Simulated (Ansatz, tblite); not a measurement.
# [Cu(PH3)3]+ (CuP₃H₉+): one state, many levels

Aim: run the singlet of [Cu(PH3)3]+ (CuP₃H₉+) at one geometry on many levels, and compare frontier levels, spin and run time.

Computed with Ansatz 0.2.0, Gaussian basis. Level: as each input shows.

Plan: GFN1-xTB, GFN2-xTB, PBE-D4/def2-TZVP, r2SCAN-D4/def2-TZVP, revPBE-D4/def2-TZVP, ωB97M-V/def2-TZVP, ωB97X-V/def2-TZVP, PBE+10HF/def2-SVP, PBE+15HF/def2-SVP, PBE+40HF/def2-SVP, PBE-D4/def2-SVP, PBE0-D4/def2-SVP, CCSD(T)/def2-TZVP, RPA/def2-TZVP.

2 further runs of the same task are left out: 2 set aside as unsound or not needed.

### 1 The relaxed structure

The geometry is that of the singlet, from an earlier relaxation (B3LYP-D4/def2-SVP).

13 atoms, charge 1, spin multiplicity 1.

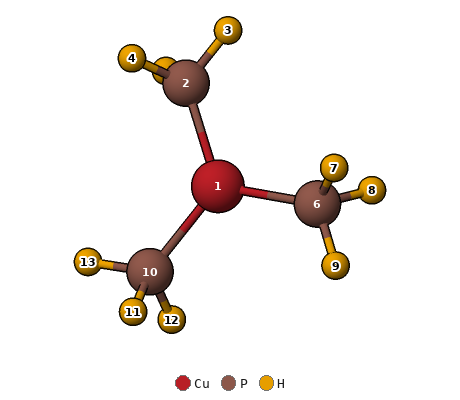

The geometry (copper red, phosphorus brown, hydrogen amber); atoms are numbered from 1 in the order of the file.

Formally the metal is d10. No spin-orbit coupling is included. The ion is computed in the gas phase, without counter-ions or solvent.

PBE0-D4/def2-TZVP was run before; its log isn't repeated, and its numbers join the tables.

### 2 GFN1-xTB

Tight binding, by tblite at 300 K electronic temperature and without a spin-polarisation term:

```python
tblite.interface.Calculator('GFN1-xTB', numbers, positions, charge=1, uhf=0).singlepoint()
```

Energy -460.3902 eV, HOMO -15.33 eV, LUMO -11.15 eV; 0.013 s.

### 3 GFN2-xTB

Tight binding, by tblite at 300 K electronic temperature and without a spin-polarisation term:

```python
tblite.interface.Calculator('GFN2-xTB', numbers, positions, charge=1, uhf=0).singlepoint()
```

Energy -425.6809 eV, HOMO -13.97 eV, LUMO -9.72 eV; 0.008 s.

### 4 PBE-D4/def2-TZVP

start.molden holds the orbitals of an earlier run on this state, given as this run's starting guess.

in.yaml

```yaml
crystal:
  periodic: [false, false, false]
  atoms:
    - {symbol: Cu, position_ang: [-0.001443, 0.000962, -0.001876]}
    - {symbol: P, position_ang: [2.313589, 0.020321, -0.007734]}
    - {symbol: H, position_ang: [3.038195, 1.235932, 0.070211]}
    - {symbol: H, position_ang: [2.964402, -0.546390, -1.132569]}
    - {symbol: H, position_ang: [2.986570, -0.697720, 1.012661]}
    - {symbol: P, position_ang: [-1.175514, 1.995797, -0.008531]}
    - {symbol: H, position_ang: [-0.850647, 2.956202, -0.999385]}
    - {symbol: H, position_ang: [-1.056052, 2.822390, 1.137139]}
    - {symbol: H, position_ang: [-2.586345, 2.016614, -0.142620]}
    - {symbol: P, position_ang: [-1.138385, -2.015325, 0.012750]}
    - {symbol: H, position_ang: [-2.065689, -2.258226, -1.031699]}
    - {symbol: H, position_ang: [-1.986290, -2.281151, 1.117431]}
    - {symbol: H, position_ang: [-0.442391, -3.249426, -0.025780]}
basis:
  gaussian: {orbitals: def2-TZVP, initial_orbitals: start.molden}
total_charge: 1
hamiltonian: {xc: pbe, dispersion: d4}
scf: {omitted_lower_state_checks: [starts]}
output: {orbitals: {seedname: orbitals}}
```

On the command line:

```bash
> ansatz run in.yaml --threads 4 --pin off --events-out ev --progress --plain --max-ram 8704MiB
```

What it wrote:

```text
Functional definition: PBE
  name "PBE"
  cite "Perdew, Burke & Ernzerhof, Phys. Rev. Lett. 77, 3865 (1996) doi:10.1103/PhysRevLett.77.3865"
  parent pbe
  parameter kappa = 0.804
  parameter beta = 0.06672455060314922
  exchange = pbe_x(kappa = kappa, mu = beta*pi^2/3)
  correlation = pbe_c(beta = beta)
these checks for a lower state are left out or cut short: starts
1659 factors; their error is unknown
mean field evaluation 1: about -72630.0317 eV, gradient 1.4e1 eV
mean field evaluation 2: about -72630.2243 eV, gradient 3.8e-1 eV
mean field evaluation 4: about -72630.1861 eV, gradient 1.1e-1 eV
mean field -72630.18611641 eV, -2669.1101092697 hartree, gradient 3.6e-5 eV, S^2 0.000000; 0 other end points of the search recorded, 0 dependent functions left out
reference -72630.18617156 eV, -2669.1101112964 hartree; 41, 41 occupied and 169, 169 virtual orbitals, 1659 factors
Total energy: -72630.48996759 eV, -2669.1212755946 hartree
Checks for a lower state left out: starts
```

It took 3.5 s on 4 threads of Arm Neoverse N1, shared host.

HOMO -10.21 eV, LUMO -5.92 eV.

### 5 r2SCAN-D4/def2-TZVP

Changes to in.yaml since step 4:

```diff
@@ -19,4 +19,4 @@
 total_charge: 1
-hamiltonian: {xc: pbe, dispersion: d4}
+hamiltonian: {xc: r2scan, dispersion: d4}
 scf: {omitted_lower_state_checks: [starts]}
-output: {orbitals: {seedname: orbitals}}
+output: {forces: true, orbitals: {seedname: orbitals}}
```

Same command.

What it wrote, cut to the lines that bear on the results:

```text
Functional definition: r2SCAN
  name "r2SCAN"
  cite "Furness, Kaplan, Ning, Perdew & Sun, J. Phys. Chem. Lett. 11, 8208 (2020) doi:10.1021/acs.jpclett.0c02405"
  cite "Furness, Kaplan, Ning, Perdew & Sun, J. Phys. Chem. Lett. 11, 9248 (2020) doi:10.1021/acs.jpclett.0c03077"
  parent r2scan
[...]
1659 factors; their error is unknown
[...]
mean field -72647.71058642 eV, -2669.7541216641 hartree, gradient 1.7e-5 eV, S^2 0.000000; 0 other end points of the search recorded, 0 dependent functions left out
[...]
reference -72647.71060280 eV, -2669.7541222661 hartree; 41, 41 occupied and 169, 169 virtual orbitals, 1659 factors
Total energy: -72647.78845596 eV, -2669.7569833170 hartree
Atom 0 at    -0.001443     0.000962    -0.001876 Å, force     0.001401    -0.000119     0.001715 eV/Å
Atom 1 at     2.313589     0.020321    -0.007734 Å, force    -0.079834    -0.011841    -0.002247 eV/Å
[...]
Atom 4 at     2.986570    -0.697720     1.012661 Å, force    -0.094249     0.094979    -0.131371 eV/Å
Atom 5 at    -1.175514     1.995797    -0.008531 Å, force     0.049230    -0.061805     0.002621 eV/Å
Atom 6 at    -0.850647     2.956202    -0.999385 Å, force    -0.040735    -0.131531     0.127581 eV/Å
Atom 7 at    -1.056052     2.822390     1.137139 Å, force    -0.012003    -0.116754    -0.147897 eV/Å
Atom 8 at    -2.586345     2.016614    -0.142620 Å, force     0.184749    -0.004249     0.017188 eV/Å
Atom 9 at    -1.138385    -2.015325     0.012750 Å, force     0.028892     0.073576     0.000180 eV/Å
Atom 10 at    -2.065689    -2.258226    -1.031699 Å, force     0.125371     0.037247     0.134588 eV/Å
Atom 11 at    -1.986290    -2.281151     1.117431 Å, force     0.115548     0.041615    -0.142517 eV/Å
Atom 12 at    -0.442391    -3.249426    -0.025780 Å, force    -0.090303     0.162244     0.004842 eV/Å
Dipole moment:     0.000152    -0.000344     0.001318 e Å
Checks for a lower state left out: starts
```

It took 9.5 s on 4 threads of Arm Neoverse N1, shared host.

Report: HOMO -10.33 eV, LUMO -5.72 eV.

### 6 revPBE-D4/def2-TZVP

Changes to in.yaml since step 5:

```diff
@@ -19,4 +19,4 @@
 total_charge: 1
-hamiltonian: {xc: r2scan, dispersion: d4}
+hamiltonian: {xc: {name: revPBE}, dispersion: d4}
 scf: {omitted_lower_state_checks: [starts]}
-output: {forces: true, orbitals: {seedname: orbitals}}
+output: {orbitals: {seedname: orbitals}}
```

Launched as before.

What it wrote:

```text
Functional definition: revPBE
  name "revPBE"
  cite "Zhang & Yang, Phys. Rev. Lett. 80, 890 (1998) doi:10.1103/PhysRevLett.80.890"
  cite "Perdew, Burke & Ernzerhof, Phys. Rev. Lett. 77, 3865 (1996) doi:10.1103/PhysRevLett.77.3865"
  parameter kappa = 1.245
  parameter beta = 0.06672455060314922
  exchange = pbe_x(kappa = kappa, mu = beta*pi^2/3)
  correlation = pbe_c(beta = beta)
these checks for a lower state are left out or cut short: starts
1659 factors; their error is unknown
mean field evaluation 1: about -72642.1540 eV, gradient 1.2e1 eV
mean field evaluation 2: about -72642.3179 eV, gradient 3.8e-1 eV
mean field evaluation 4: about -72642.2795 eV, gradient 1.2e-1 eV
mean field -72642.27953513 eV, -2669.5545342106 hartree, gradient 3.7e-5 eV, S^2 0.000000; 0 other end points of the search recorded, 0 dependent functions left out
reference -72642.27960395 eV, -2669.5545367396 hartree; 41, 41 occupied and 169, 169 virtual orbitals, 1659 factors
Total energy: -72643.04771430 eV, -2669.5827642745 hartree
Checks for a lower state left out: starts
```

Wall time 3.8 s (4 threads of Arm Neoverse N1, shared host).

Report: HOMO -10.15 eV, LUMO -5.85 eV.

### 7 ωB97M-V/def2-TZVP

Changes to in.yaml since step 6:

```diff
@@ -19,3 +19,3 @@
 total_charge: 1
-hamiltonian: {xc: {name: revPBE}, dispersion: d4}
+hamiltonian: {xc: {name: wB97M-V}}
 scf: {omitted_lower_state_checks: [starts]}
```

Same command.

What it wrote, cut to the lines that bear on the results:

```text
Functional definition: wB97M-V
  name "wB97M-V"
  cite "Mardirossian & Head-Gordon, J. Chem. Phys. 144, 214110 (2016) doi:10.1063/1.4952647"
  cite "Becke, J. Chem. Phys. 107, 8554 (1997) doi:10.1063/1.475007"
  cite "Vydrov & Van Voorhis, J. Chem. Phys. 133, 244103 (2010) doi:10.1063/1.3521275"
  # Of w^i u^j: cxij and so on, Table III.
[...]
  gx(w, u) = 1 - cx + cx01*u + cx10*w
  gss(w, u) = css00 + css04*u^4 + css10*w + css20*w^2 + css43*w^4*u^3
  gos(w, u) = cos00 + cos10*w + (cos20 + cos21*u)*w^2 + (cos60 + cos61*u)*w^6
[...]
      + integral(e_c_pw_mod_opposite_spin*gos(b97_w_opposite, b97_u_opposite)) + vv10(b, c)
[...]
1737 factors; their error is unknown
402 factors; integrals over basis functions are off by at most 1.3e-5 eV
[...]
mean field -72644.90625114 eV, -2669.6510642434 hartree, gradient 1.2e-5 eV, S^2 0.000000; 0 other end points of the search recorded, 0 dependent functions left out
reference -72644.90631704 eV, -2669.6510666652 hartree; 41, 41 occupied and 169, 169 virtual orbitals, 1737 factors
Total energy: -72644.90631704 eV, -2669.6510666652 hartree
Checks for a lower state left out: starts
```

It took 20 s on 4 threads of Arm Neoverse N1, shared host; peak memory 0.94 GiB.

HOMO -13.91 eV, LUMO -3.16 eV.

### 8 ωB97X-V/def2-TZVP

Changes to in.yaml since step 7:

```diff
@@ -19,3 +19,3 @@
 total_charge: 1
-hamiltonian: {xc: {name: wB97M-V}}
+hamiltonian: {xc: {name: wB97X-V}}
 scf: {omitted_lower_state_checks: [starts]}
```

The command is unchanged.

What it wrote, cut to the lines that bear on the results:

```text
Functional definition: wB97X-V
  name "wB97X-V"
  cite "Mardirossian & Head-Gordon, Phys. Chem. Chem. Phys. 16, 9904 (2014) doi:10.1039/C3CP54374A"
  cite "Becke, J. Chem. Phys. 107, 8554 (1997) doi:10.1063/1.475007"
  cite "Vydrov & Van Voorhis, J. Chem. Phys. 133, 244103 (2010) doi:10.1063/1.3521275"
[...]
      + integral(e_c_pw_opposite_spin*poly(b97_u_opposite, cos0, cos1)) + vv10(b, c)
[...]
1737 factors; their error is unknown
402 factors; integrals over basis functions are off by at most 1.3e-5 eV
[...]
mean field -72641.53780018 eV, -2669.5272759539 hartree, gradient 6.0e-5 eV, S^2 0.000000; 0 other end points of the search recorded, 0 dependent functions left out
reference -72641.53779747 eV, -2669.5272758543 hartree; 41, 41 occupied and 169, 169 virtual orbitals, 1737 factors
Total energy: -72641.53779747 eV, -2669.5272758543 hartree
Checks for a lower state left out: starts
```

Run time: 16 s. Hardware: 4 threads of Arm Neoverse N1, shared host; peak memory 0.92 GiB.

Report: HOMO -13.90 eV, LUMO -2.96 eV.

### 9 PBE+10HF/def2-SVP

Changes to in.yaml since step 8:

```diff
@@ -17,5 +17,5 @@
 basis:
-  gaussian: {orbitals: def2-TZVP, initial_orbitals: start.molden}
+  gaussian: {orbitals: def2-SVP, initial_orbitals: start.molden}
 total_charge: 1
-hamiltonian: {xc: {name: wB97X-V}}
+hamiltonian: {xc: {text: "exchange = 0.90*pbe_x + 0.10*exact_x\ncorrelation = pbe_c"}}
 scf: {omitted_lower_state_checks: [starts]}
```

The command is unchanged.

What it wrote:

```text
Functional definition: unnamed
  exchange = 0.90*pbe_x + 0.10*exact_x
  correlation = pbe_c
these checks for a lower state are left out or cut short: starts
1297 factors; integrals over basis functions are off by at most 1.1e-3 eV
mean field evaluation 1: about -72614.3022 eV, gradient 1.0e1 eV
mean field evaluation 2: about -72614.5411 eV, gradient 4.3e-1 eV
mean field evaluation 4: about -72614.6295 eV, gradient 4.1e-3 eV
mean field -72614.62950368 eV, -2668.5384142966 hartree, gradient 8.8e-6 eV, S^2 0.000000; 0 other end points of the search recorded, 0 dependent functions left out
reference -72614.62955941 eV, -2668.5384163444 hartree; 41, 41 occupied and 89, 89 virtual orbitals, 1297 factors
Total energy: -72614.62955941 eV, -2668.5384163444 hartree
Checks for a lower state left out: starts
```

It took 3.2 s on 4 threads of Arm Neoverse N1, shared host.

From the report: HOMO -10.43 eV, LUMO -4.98 eV.

### 10 PBE+15HF/def2-SVP

Changes to in.yaml since step 9:

```diff
@@ -19,3 +19,3 @@
 total_charge: 1
-hamiltonian: {xc: {text: "exchange = 0.90*pbe_x + 0.10*exact_x\ncorrelation = pbe_c"}}
+hamiltonian: {xc: {text: "exchange = 0.85*pbe_x + 0.15*exact_x\ncorrelation = pbe_c"}}
 scf: {omitted_lower_state_checks: [starts]}
```

Launched as before.

What it wrote:

```text
Functional definition: unnamed
  exchange = 0.85*pbe_x + 0.15*exact_x
  correlation = pbe_c
these checks for a lower state are left out or cut short: starts
1297 factors; integrals over basis functions are off by at most 1.1e-3 eV
mean field evaluation 1: about -72614.8549 eV, gradient 1.0e1 eV
mean field evaluation 2: about -72615.0844 eV, gradient 4.1e-1 eV
mean field evaluation 4: about -72615.2165 eV, gradient 3.3e-3 eV
mean field -72615.21650214 eV, -2668.5599860920 hartree, gradient 8.4e-6 eV, S^2 0.000000; 0 other end points of the search recorded, 0 dependent functions left out
reference -72615.21655460 eV, -2668.5599880199 hartree; 41, 41 occupied and 89, 89 virtual orbitals, 1297 factors
Total energy: -72615.21655460 eV, -2668.5599880199 hartree
Checks for a lower state left out: starts
```

It took 3.2 s on 4 threads of Arm Neoverse N1, shared host.

Report: HOMO -10.73 eV, LUMO -4.79 eV.

### 11 PBE+40HF/def2-SVP

Changes to in.yaml since step 10:

```diff
@@ -19,3 +19,3 @@
 total_charge: 1
-hamiltonian: {xc: {text: "exchange = 0.85*pbe_x + 0.15*exact_x\ncorrelation = pbe_c"}}
+hamiltonian: {xc: {text: "exchange = 0.60*pbe_x + 0.40*exact_x\ncorrelation = pbe_c"}}
 scf: {omitted_lower_state_checks: [starts]}
```

The command is unchanged.

What it wrote:

```text
Functional definition: unnamed
  exchange = 0.60*pbe_x + 0.40*exact_x
  correlation = pbe_c
these checks for a lower state are left out or cut short: starts
1297 factors; integrals over basis functions are off by at most 1.1e-3 eV
mean field evaluation 1: about -72617.6182 eV, gradient 1.4e1 eV
mean field evaluation 2: about -72617.9528 eV, gradient 6.7e-1 eV
mean field evaluation 4: about -72618.2998 eV, gradient 7.6e-3 eV
mean field evaluation 8: about -72618.2998 eV, gradient 2.4e-5 eV
mean field -72618.29982034 eV, -2668.6732959461 hartree, gradient 2.4e-5 eV, S^2 0.000000; 0 other end points of the search recorded, 0 dependent functions left out
reference -72618.29985684 eV, -2668.6732972874 hartree; 41, 41 occupied and 89, 89 virtual orbitals, 1297 factors
Total energy: -72618.29985684 eV, -2668.6732972874 hartree
Checks for a lower state left out: starts
```

Wall time 3.5 s (4 threads of Arm Neoverse N1, shared host).

HOMO -12.23 eV, LUMO -3.86 eV.

### 12 PBE-D4/def2-SVP

Changes to in.yaml since step 11:

```diff
@@ -19,3 +19,3 @@
 total_charge: 1
-hamiltonian: {xc: {text: "exchange = 0.60*pbe_x + 0.40*exact_x\ncorrelation = pbe_c"}}
+hamiltonian: {xc: pbe, dispersion: d4}
 scf: {omitted_lower_state_checks: [starts]}
```

Same command.

What it wrote:

```text
Functional definition: PBE
  name "PBE"
  cite "Perdew, Burke & Ernzerhof, Phys. Rev. Lett. 77, 3865 (1996) doi:10.1103/PhysRevLett.77.3865"
  parent pbe
  parameter kappa = 0.804
  parameter beta = 0.06672455060314922
  exchange = pbe_x(kappa = kappa, mu = beta*pi^2/3)
  correlation = pbe_c(beta = beta)
these checks for a lower state are left out or cut short: starts
1527 factors; their error is unknown
mean field evaluation 1: about -72613.2260 eV, gradient 1.1e1 eV
mean field evaluation 2: about -72613.5174 eV, gradient 5.3e-1 eV
mean field evaluation 4: about -72613.4881 eV, gradient 1.2e-1 eV
mean field -72613.48806909 eV, -2668.4964673489 hartree, gradient 4.7e-5 eV, S^2 0.000000; 0 other end points of the search recorded, 0 dependent functions left out
reference -72613.48813142 eV, -2668.4964696397 hartree; 41, 41 occupied and 89, 89 virtual orbitals, 1527 factors
Total energy: -72613.79192745 eV, -2668.5076339378 hartree
Checks for a lower state left out: starts
```

Run time: 2.1 s. Hardware: 4 threads of Arm Neoverse N1, shared host.

From the report: HOMO -9.83 eV, LUMO -5.36 eV.

### 13 PBE0-D4/def2-SVP

Changes to in.yaml since step 12:

```diff
@@ -19,3 +19,3 @@
 total_charge: 1
-hamiltonian: {xc: pbe, dispersion: d4}
+hamiltonian: {xc: pbe0, dispersion: d4}
 scf: {omitted_lower_state_checks: [starts]}
```

Same command.

What it wrote:

```text
Functional definition: PBE0
  name "PBE0"
  cite "Adamo & Barone, J. Chem. Phys. 110, 6158 (1999) doi:10.1063/1.478522"
  cite "Perdew, Burke & Ernzerhof, Phys. Rev. Lett. 77, 3865 (1996) doi:10.1103/PhysRevLett.77.3865"
  parent pbe
  parameter a = 0.25
  parameter kappa = 0.804
  parameter beta = 0.06672455060314922
  exchange = (1 - a)*pbe_x(kappa = kappa, mu = beta*pi^2/3) + a*exact_x
  correlation = pbe_c(beta = beta)
these checks for a lower state are left out or cut short: starts
1297 factors; integrals over basis functions are off by at most 1.1e-3 eV
mean field evaluation 1: about -72615.9602 eV, gradient 1.1e1 eV
mean field evaluation 2: about -72616.2025 eV, gradient 4.5e-1 eV
mean field evaluation 4: about -72616.4212 eV, gradient 3.2e-3 eV
mean field -72616.42116254 eV, -2668.6042565454 hartree, gradient 3.0e-5 eV, S^2 0.000000; 0 other end points of the search recorded, 0 dependent functions left out
reference -72616.42120855 eV, -2668.6042582361 hartree; 41, 41 occupied and 89, 89 virtual orbitals, 1297 factors
Total energy: -72616.68620735 eV, -2668.6139967625 hartree
Checks for a lower state left out: starts
```

Run time: 3.2 s. Hardware: 4 threads of Arm Neoverse N1, shared host.

Report: HOMO -11.33 eV, LUMO -4.42 eV.

### 14 CCSD(T)/def2-TZVP

Changes to in.yaml since step 13:

```diff
@@ -17,5 +17,5 @@
 basis:
-  gaussian: {orbitals: def2-SVP, initial_orbitals: start.molden}
+  gaussian: {orbitals: def2-TZVP, initial_orbitals: start.molden}
 total_charge: 1
-hamiltonian: {xc: pbe0, dispersion: d4}
+correlation: {method: ccsd_t, frozen_orbitals: {Cu: 9, H: 0, P: 5}}
 scf: {omitted_lower_state_checks: [starts]}
```

The command is unchanged.

What it wrote, cut to the lines that bear on the results:

```text
Functional definition: HF
  name "HF"
  cite "Fock, Z. Phys. 61, 126 (1930) doi:10.1007/BF01340294"
  parent pbe
[...]
1565 factors; integrals over basis functions are off by at most 9.5e-4 eV
[...]
mean field -72552.29974775 eV, -2666.2478380148 hartree, gradient 4.4e-6 eV, S^2 0.000000; 0 other end points of the search recorded, 0 dependent functions left out
24 core orbitals not correlated: weight in the atoms' cores, before any rotation towards them, 1.000 or more for the frozen orbitals, at most 0.000 for the correlated occupied ones
reference -72552.29974775 eV, -2666.2478380148 hartree; 17, 17 occupied and 169, 169 virtual orbitals, 1565 factors
second order -25.33933717 eV of doubles, -0.00000000 eV of singles
cycle   1  -23.89201959 eV  change     1.4e0 eV  update   2.5e-1
[...]
cycle  13  -25.66494507 eV  change   -4.0e-6 eV  update   1.1e-5
perturbative correction -1.04428207 eV, -0.0383766581 hartree
Total energy: -72579.00897489 eV, -2667.2293840079 hartree
Checks for a lower state left out: starts
```

Wall time 2.1 min (4 threads of Arm Neoverse N1, shared host); peak memory 2.7 GiB.

Report: Hartree-Fock HOMO -14.65 eV, LUMO -1.67 eV; T1 0.022.

### 15 RPA/def2-TZVP

Changes to in.yaml since step 14:

```diff
@@ -19,4 +19,4 @@
 total_charge: 1
-correlation: {method: ccsd_t, frozen_orbitals: {Cu: 9, H: 0, P: 5}}
+hamiltonian: {xc: pbe}
+correlation: {method: rpa, frozen_orbitals: {Cu: 9, H: 0, P: 5}}
 scf: {omitted_lower_state_checks: [starts]}
-output: {orbitals: {seedname: orbitals}}
```

The command is unchanged.

What it wrote, cut to the lines that bear on the results:

```text
Functional definition: PBE
  name "PBE"
  cite "Perdew, Burke & Ernzerhof, Phys. Rev. Lett. 77, 3865 (1996) doi:10.1103/PhysRevLett.77.3865"
  parent pbe
[...]
1565 factors; integrals over basis functions are off by at most 9.5e-4 eV
[...]
mean field -72630.18608233 eV, -2669.1101080172 hartree, gradient 7.9e-7 eV, S^2 0.000000; 0 other end points of the search recorded, 0 dependent functions left out
24 core orbitals not correlated: weight in the atoms' cores, before any rotation towards them, 1.000 or more for the frozen orbitals, at most 0.000 for the correlated occupied ones
reference -72549.58414202 eV, -2666.1480413450 hartree; 17, 17 occupied and 169, 169 virtual orbitals, 1565 factors
Total energy: -72589.47275205 eV, -2667.6139207259 hartree
Checks for a lower state left out: starts
```

It took 8 s on 4 threads of Arm Neoverse N1, shared host.

### 16 Comparison

```
              level  functions  HOMO (eV)  LUMO (eV)  gap (eV)   time
    PBE-D4/def2-SVP        130      -9.83      -5.36      4.46  2.1 s
   PBE-D4/def2-TZVP        210     -10.21      -5.92      4.29  3.5 s
revPBE-D4/def2-TZVP        210     -10.15      -5.85      4.31  3.8 s
r2SCAN-D4/def2-TZVP        210     -10.33      -5.72      4.61  9.5 s
   PBE0-D4/def2-SVP        130     -11.33      -4.42      6.92  3.2 s
  PBE0-D4/def2-TZVP        210     -11.59      -5.01      6.58  6.5 s
  ωB97X-V/def2-TZVP        210     -13.90      -2.96     10.94   16 s
  ωB97M-V/def2-TZVP        210     -13.91      -3.16     10.75   20 s
  PBE+10HF/def2-SVP        130     -10.43      -4.98      5.44  3.2 s
  PBE+15HF/def2-SVP        130     -10.73      -4.79      5.93  3.2 s
  PBE+40HF/def2-SVP        130     -12.23      -3.86      8.38  3.5 s
```

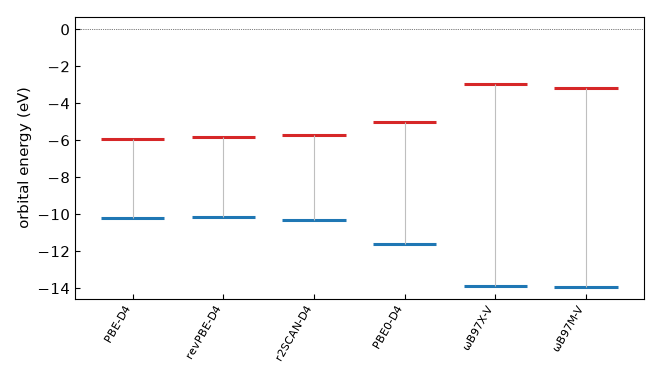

Highest filled (blue) and lowest empty (red) level in def2-TZVP.

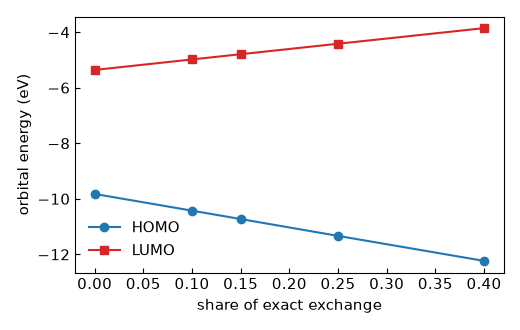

Frontier levels against the share of exact exchange, in def2-SVP.

Energy pieces by basis (eV):

```
    basis           HF  MP2 correlation  CCSD correlation      (T)        total
def2-TZVP  -72552.2997         -25.3393          -25.6649  -1.0443  -72579.0090
```

### 17 Outcome

```
                                                 quantity                                 value
gap in def2-TZVP, named functionals, smallest and largest  4.29 eV (PBE-D4), 10.94 eV (ωB97X-V)
                     gap over the share of exact exchange          4.46 eV at 0, 8.38 eV at 0.4
                    correlation energy, CCSD(T)/def2-TZVP                             -26.71 eV
          PBE0 total energy, smallest basis above largest        16.30 eV (def2-SVP, def2-TZVP)
```

In words: Orbital gaps of the named functionals in def2-TZVP span 4.29 eV (PBE-D4) to 10.94 eV (ωB97X-V); exact exchange widens it. Raising the share of exact exchange from 0 to 0.4 moves the HOMO by -2.41 eV and the LUMO by +1.50 eV.

The slowest run with a step of its own, CCSD(T)/def2-TZVP, took 2.1 min; the quickest functional in def2-TZVP took 3.5 s (shared host).
